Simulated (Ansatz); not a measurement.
SiH3O (SMILES O[SiH2]): methods side by side

SiH3O has 5 atoms, charge 0, and is taken as a doublet. As SMILES, `O[SiH2]`. The coordinates come from a GFN2-xTB relaxation. This is one conformer, not always the lowest.

```xyz
5

O     0.5573   -0.4338    0.7985
Si    0.0019    0.3419   -0.5339
H     0.7257   -1.3707    0.8148
H    -1.2448   -0.2536   -1.0008
H    -0.0401    1.7160   -0.0786
```

Quantity: the energy change with the Si2–H5 bond stretched from 1.448 to 2.172 Å, in eV. The values are calculated.

```
          level                    kind  program  value (eV)  CPU time (all runs)
     UHF/STO-3G            Hartree–Fock   Ansatz        2.88               0.22 s
    UPBE/STO-3G                     GGA   Ansatz        2.33                3.2 s
  UBHLYP/STO-3G           global hybrid   Ansatz        2.79                3.2 s
   UPBE0/STO-3G           global hybrid   Ansatz        2.65                3.5 s
 U-wB97X/STO-3G  range-separated hybrid   Ansatz        2.83                 18 s
  UHSE06/STO-3G  range-separated hybrid   Ansatz        2.65                4.2 s
 UB2PLYP/STO-3G           double hybrid   Ansatz        2.69                3.8 s
 RPA@PBE/STO-3G                     RPA   Ansatz        2.44                3.8 s
    UMP2/STO-3G     perturbation theory   Ansatz        2.92               0.24 s
UBCCD(T)/STO-3G   coupled cluster or CI   Ansatz        2.48               0.56 s
```

The first shape isn't each level's own minimum. The values span 2.33 to 2.92 eV. Spin contamination of the reference (⟨S²⟩ at least 0.1 too high) touches UHF/STO-3G, UBHLYP/STO-3G, UB2PLYP/STO-3G, UMP2/STO-3G, UBCCD(T)/STO-3G. All rows use very small basis sets, so none should be taken for the real molecule's value. In so small a basis fixed costs decide the times, and correlated methods can beat functionals. Times are those of the runs behind each value, whatever else they computed, on shared processors of several kinds: orders of magnitude only.

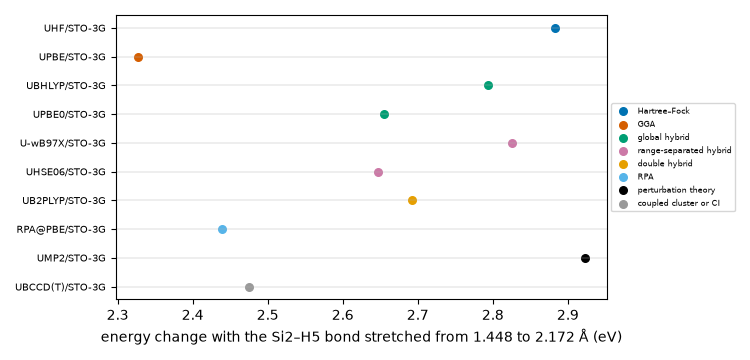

The values of the table, level by level.
